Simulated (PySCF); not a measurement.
The calculation's input:

```
{"job": {"kind": "nmr", "xc": "PBE0", "basis": "pcSseg-1"}, "charge": 0, "multiplicity": 1}
C     -2.284743     0.673963    -0.443156
N     -2.325877    -0.535830     0.308348
B     -1.686793    -1.780135    -0.233602
N     -0.257550    -1.318231    -0.467864
C      0.492496    -0.458053    -0.680762
Si     1.783154     0.846583    -0.987113
C      3.169726     0.512386     0.261781
H     -1.241576     1.047215    -0.598139
H     -2.711529     0.495186    -1.430752
H     -2.849089     1.464118     0.055211
H     -2.140931    -0.365699     1.287935
H     -1.670456    -2.666147     0.552943
H     -2.078941    -2.074596    -1.318430
H      2.218208     0.656926    -2.372250
H      1.200660     2.175121    -0.777085
H      3.542650    -0.505204     0.180871
H      4.008004     1.184780     0.103042
H      2.823828     0.653934     1.282607
```

Run with:

```sh
OMP_NUM_THREADS=1 python probes_run.py task.json out
```

Geometry: GFN2-xTB.

The calculation used PySCF 2.14.0, PBE0/pcSseg-1, SCF density, gas phase, non-relativistic.

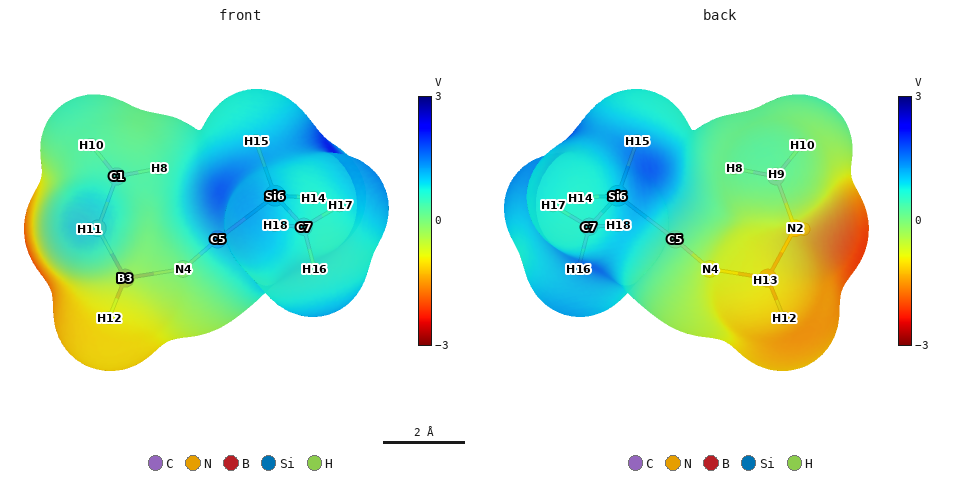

C$_{3}$H$_{11}$BN$_{2}$Si (SMILES CN[BH2-][N+]#C[SiH2]C). The electrostatic potential painted on the density surface at 0.002 e/bohr³, seen from the front and from behind; red is negative and blue positive.

Question: Where is the surface potential most negative and most positive?

Answer: The most negative region (about −2.1 V) lies over N2, the most positive (about +2.1 V) over Si6. N2 is the likeliest acceptor of a hydrogen bond.
